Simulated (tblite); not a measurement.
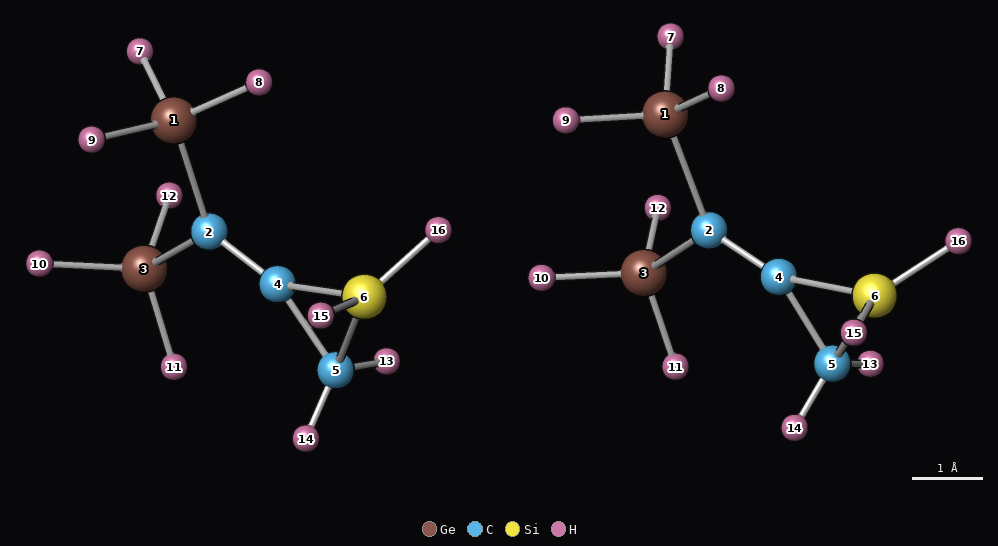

Two geometries of C₃H₁₀Ge₂Si, drawn at one scale. One is the start of a relaxation, the other its converged end. A ball-and-stick model, seen from a free direction.

All numbers below come from tblite 0.8.0, GFN2-xTB geometry optimisation, gas phase. 

Question: Which one is relaxed?

Answer: The right one is the relaxed one. The largest move after the best rigid fit is that of H9, 0.75 Å. By element the largest moves are H 0.75 Å, C 0.18 Å, Si 0.16 Å, Ge 0.14 Å. Among the contacts that change: Ge1–H9 1.567 → 1.498 Å, Ge3–H10 1.564 → 1.498 Å, C5–Si6 1.853 → 1.903 Å, Ge1–H7 1.540 → 1.498 Å. Among the angles between lasting bonds that change: C2–C4–C5 148.9° → 137.7°, C2–C4–Si6 144.8° → 154.3°, Si6–C5–H13 112.0° → 121.4°. Groups turn about Ge1–C2 by about 25°. After 100 geometry steps the energy has fallen by 11.8 kcal/mol. Cost: 1.2 s on 1 thread of Arm Neoverse N1, on a shared host.
